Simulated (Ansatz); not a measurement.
A series of calculations on C3H7FSSi

## 1. Relaxation

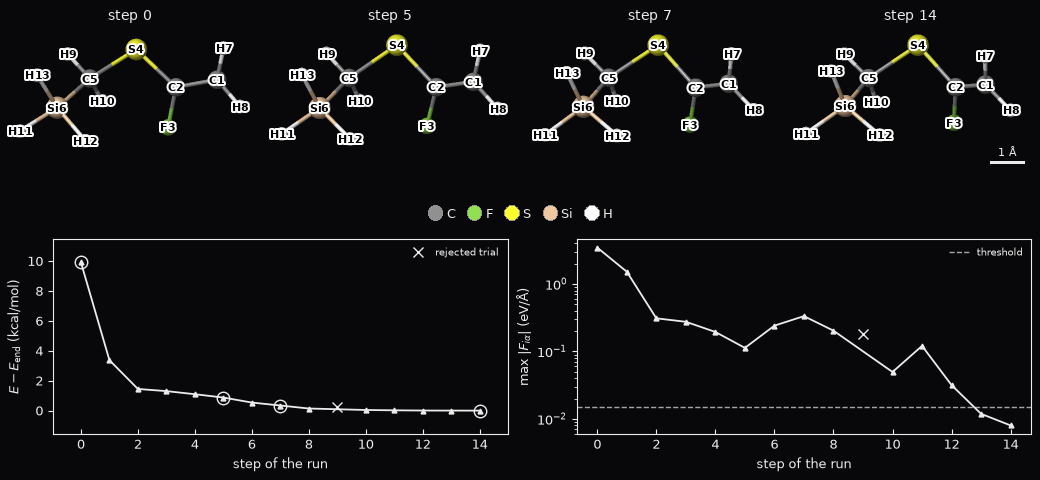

Frames of a relaxation of C3H7FSSi, marked on the history of the run. Style: ball-and-stick. Shown from a free direction.

The run prepares an end point of a later path (torsion) calculation, from a guessed geometry.

All numbers below come from Ansatz, RKS PBE0-D4/cc-pVDZ.

Input
```yaml
crystal:
  periodic: [false, false, false]
  atoms:
    - { symbol: C, position_ang: [0.9197, -2.6855, -0.3565] }
    - { symbol: C, position_ang: [0.7008, -1.392, 0.062] }
    - { symbol: F, position_ang: [1.7133, -0.5341, -0.0476] }
    - { symbol: S, position_ang: [-0.7163, -0.8406, 0.7326] }
    - { symbol: C, position_ang: [-0.4597, 0.9097, 0.9786] }
    - { symbol: Si, position_ang: [-0.8025, 1.8993, -0.5456] }
    - { symbol: H, position_ang: [0.1052, -3.3761, -0.3149] }
    - { symbol: H, position_ang: [1.8628, -2.9293, -0.7912] }
    - { symbol: H, position_ang: [-1.1275, 1.2745, 1.8346] }
    - { symbol: H, position_ang: [0.5619, 1.0692, 1.3828] }
    - { symbol: H, position_ang: [-0.5639, 3.3292, -0.2793] }
    - { symbol: H, position_ang: [0.0949, 1.4695, -1.6511] }
    - { symbol: H, position_ang: [-2.2683, 1.7714, -0.9896] }
basis:
  gaussian: { orbitals: cc-pVDZ }
hamiltonian:
  xc: pbe0
  dispersion: d4
relax:
  f_tol: 0.015
  max_steps: 40
```

Launched with:
```bash
ansatz run input.yaml --threads 2 --pin off --max-ram 3072MiB --backend cpu --events-out ev --progress --plain --runs-dir out
```

> What happens along the run?

H7 moves most after the best rigid fit: 0.77 Å. By element the largest moves are H 0.77 Å, F 0.56 Å, S 0.52 Å, C 0.44 Å, Si 0.27 Å. Near-neighbour distances that change, for instance: C2–S4 1.662 → 1.758 Å, C5–Si6 1.849 → 1.900 Å, C1–C2 1.377 → 1.331 Å, C5–H9 1.145 → 1.101 Å. Among the angles between lasting bonds that change: H9–C5–H10 102.6° → 107.4°, S4–C5–H9 109.3° → 104.6°, C2–S4–C5 105.0° → 100.4°. Groups turn about C2–S4 by about 35°. The energy falls by 9.91 kcal/mol in 13 accepted moves (14 points after the start). The largest force component goes from 3.5 to 0.008 eV/Å. The line search rejected the trial step at point 9 of the run. From step 0 to 5: S4 moves most (0.27 Å), energy −9.04 kcal/mol. From step 5 to 7: H7 moves most (0.36 Å), energy −0.53 kcal/mol. From step 7 to 14: H7 moves most (0.22 Å), energy −0.34 kcal/mol.

```csv
step,"E − E(0), kcal/mol","largest force component, eV/Å",note
0,0.00,3.4534,
1,-6.54,1.5172,
2,-8.46,0.3095,
3,-8.61,0.2752,
4,-8.81,0.1944,
5,-9.04,0.1129,
6,-9.37,0.2411,
7,-9.57,0.3337,
8,-9.77,0.2032,
9,-9.70,0.1789,rejected
10,-9.87,0.0496,
11,-9.89,0.1208,
12,-9.90,0.0317,
13,-9.91,0.0119,
14,-9.91,0.0080,
```

## 2. Relaxation

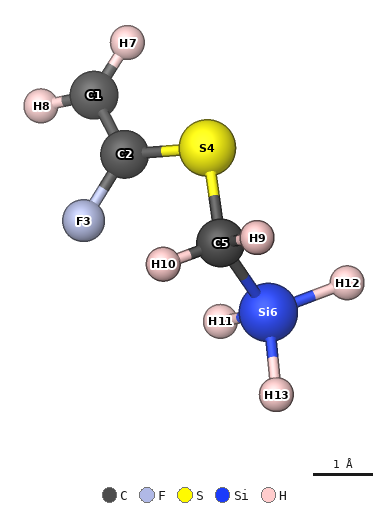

This is the input geometry for a relaxation of C3H7FSSi. A ball-and-stick model, seen from a free direction.

The run prepares an end point of a later path (torsion) calculation, from a guessed geometry.

Method: RKS PBE0-D4/cc-pVDZ in Ansatz.

Input file:
```yaml
crystal:
  periodic: [false, false, false]
  atoms:
    - { symbol: C, position_ang: [0.9197, -2.6855, -0.3565] }
    - { symbol: C, position_ang: [0.7008, -1.392, 0.062] }
    - { symbol: F, position_ang: [1.7133, -0.5341, -0.0476] }
    - { symbol: S, position_ang: [-0.7163, -0.8406, 0.7326] }
    - { symbol: C, position_ang: [-0.4597, 0.9097, 0.9786] }
    - { symbol: Si, position_ang: [-0.8025, 1.8993, -0.5456] }
    - { symbol: H, position_ang: [0.1052, -3.3761, -0.3149] }
    - { symbol: H, position_ang: [1.8628, -2.9293, -0.7912] }
    - { symbol: H, position_ang: [-1.1275, 1.2745, 1.8346] }
    - { symbol: H, position_ang: [0.5619, 1.0692, 1.3828] }
    - { symbol: H, position_ang: [0.0828, 1.45929, -1.6388] }
    - { symbol: H, position_ang: [-2.21343, 1.70941, -0.97618] }
    - { symbol: H, position_ang: [-0.52492, 3.39511, -0.32749] }
basis:
  gaussian: { orbitals: cc-pVDZ }
hamiltonian:
  xc: pbe0
  dispersion: d4
relax:
  f_tol: 0.015
  max_steps: 40
output:
  orbitals: {}
```

Run as
```bash
ansatz run input.yaml --threads 2 --pin off --max-ram 3072MiB --backend cpu --events-out ev --progress --plain --runs-dir out
```

Question: Predict the outcome.

Answer: The largest move after the best rigid fit is that of H7, 0.75 Å. Largest moves by element: H 0.75 Å, F 0.55 Å, S 0.51 Å, C 0.43 Å, Si 0.27 Å. Among the contacts that change: C2–S4 1.662 → 1.758 Å, C5–Si6 1.849 → 1.900 Å, C1–C2 1.377 → 1.331 Å, C5–H9 1.145 → 1.101 Å. Bond angles that change, for instance: H9–C5–H10 102.6° → 107.4°, S4–C5–H9 109.3° → 104.6°, C2–S4–C5 105.0° → 100.4°. Groups turn about C2–S4 by about 35°. Over 11 accepted moves (12 points after the start) the energy falls by 40.8 kJ/mol. Largest force component: 3.4 eV/Å at the start, 0.012 eV/Å at the end. The line search rejected the trial step at point 8 of the run. The run took 120 s on 2 threads of Arm Neoverse N1, with other jobs on the host, peak memory 0.33 GiB.

The structure at the end:

```xyz
13

C     0.7688   -2.3704   -0.6104
C     0.7790   -1.3449    0.2374
F     1.9036   -0.6412    0.4571
S    -0.5826   -0.8421    1.2299
C    -0.4191    0.9744    1.1208
Si   -0.7545    1.6482   -0.6236
H    -0.1628   -2.8915   -0.8213
H     1.6966   -2.6980   -1.0806
H    -1.1695    1.3640    1.8263
H     0.5716    1.2684    1.4982
H     0.1834    1.0155   -1.6023
H    -2.1684    1.3421   -1.0085
H    -0.5440    3.1343   -0.6306
```

After the run, drawn alike:

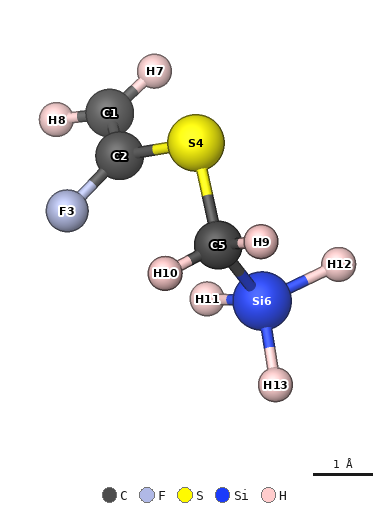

## 3. Path

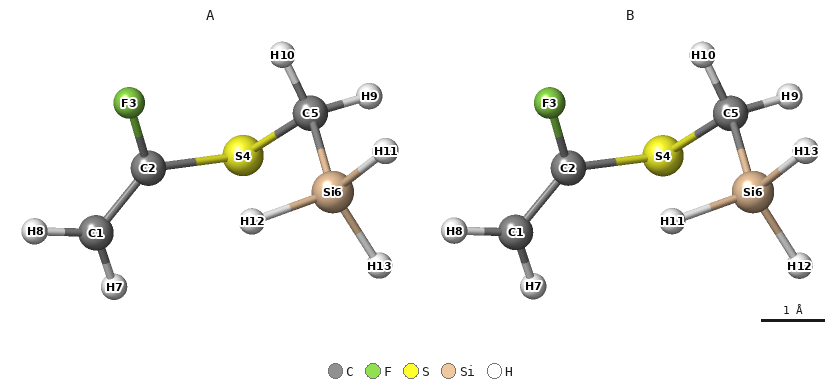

The two relaxed end points of a path for C₃H₇FSSi. A ball-and-stick model, seen at a tilt.

These are results of RKS PBE0-D4/cc-pVDZ (Ansatz 0.2.0), not measurements.

Input file:
```yaml
crystal:
  periodic: [false, false, false]
  atoms:
    - { symbol: C, position_ang: [0.768203, -2.361844, -0.613822] }
    - { symbol: C, position_ang: [0.775086, -1.343314, 0.242309] }
    - { symbol: F, position_ang: [1.899805, -0.644414, 0.476872] }
    - { symbol: S, position_ang: [-0.592035, -0.845388, 1.229558] }
    - { symbol: C, position_ang: [-0.43174, 0.971844, 1.123292] }
    - { symbol: Si, position_ang: [-0.760528, 1.646771, -0.6218] }
    - { symbol: H, position_ang: [-0.162609, -2.880171, -0.835277] }
    - { symbol: H, position_ang: [1.698405, -2.687236, -1.080797] }
    - { symbol: H, position_ang: [-1.186254, 1.358961, 1.825748] }
    - { symbol: H, position_ang: [0.556637, 1.267073, 1.505726] }
    - { symbol: H, position_ang: [-0.556336, 3.133835, -0.627968] }
    - { symbol: H, position_ang: [0.182939, 1.015779, -1.596222] }
    - { symbol: H, position_ang: [-2.171173, 1.333303, -1.01282] }
basis:
  gaussian: { orbitals: cc-pVDZ }
hamiltonian:
  xc: pbe0
  dispersion: d4
neb:
  order_check: false
  images: 7
  f_tol: 0.05
  max_iterations: 54
  initial_path: idpp
  final_atoms:
    - { symbol: C, position_ang: [1.02377023, -2.2639842, -0.62843158] }
    - { symbol: C, position_ang: [0.8673535, -1.28214464, 0.25584251] }
    - { symbol: F, position_ang: [1.90024957, -0.49468902, 0.60384384] }
    - { symbol: S, position_ang: [-0.61526701, -0.94614253, 1.13948459] }
    - { symbol: C, position_ang: [-0.60796363, 0.88079899, 1.11625691] }
    - { symbol: Si, position_ang: [-0.85000524, 1.60363429, -0.62389759] }
    - { symbol: H, position_ang: [0.16497961, -2.85345151, -0.94306602] }
    - { symbol: H, position_ang: [2.01467149, -2.48756903, -1.02492359] }
    - { symbol: H, position_ang: [-1.4490642, 1.17049829, 1.76527535] }
    - { symbol: H, position_ang: [0.3155221, 1.24158274, 1.59307157] }
    - { symbol: H, position_ang: [0.22281141, 1.10109043, -1.53732479] }
    - { symbol: H, position_ang: [-2.19162532, 1.19446159, -1.14714975] }
    - { symbol: H, position_ang: [-0.77503251, 3.10111362, -0.55418246] }
```

Run as
```bash
ansatz run input.yaml --threads 2 --pin off --max-ram 3072MiB --backend cpu --events-out ev --progress --plain --runs-dir out
```

**Predict the minimum-energy path and its barrier.**

The barrier is about 0.068 eV in both directions, with image 4 at the top; the ends have the same energy. The motion is a rotation about the C5–Si6 bond by about 120°. No bond forms or breaks between the ends. Bond angles that change up to the highest image, for instance: S4–C5–Si6 113.1° → 116.2°. The band is converged.

Energies of the converged images:

| image | path (Å) | E (eV) |
| --- | --- | --- |
| 0 | 0.00 | 0.000 |
| 1 | 0.64 | 0.013 |
| 2 | 1.29 | 0.040 |
| 3 | 1.93 | 0.062 |
| 4 | 2.58 | 0.068 |
| 5 | 3.26 | 0.060 |
| 6 | 3.93 | 0.030 |
| 7 | 4.61 | 0.007 |
| 8 | 5.29 | 0.000 |

The geometry at the top of the path:

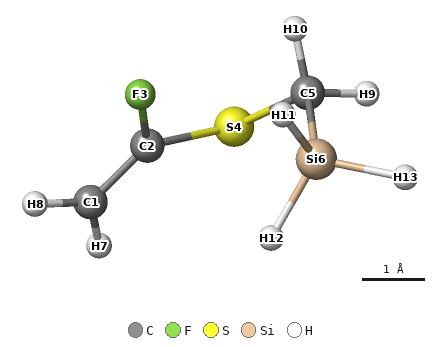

The run took 13 min on 2 threads of Arm Neoverse N1 (shared host), peak memory 0.35 GiB.
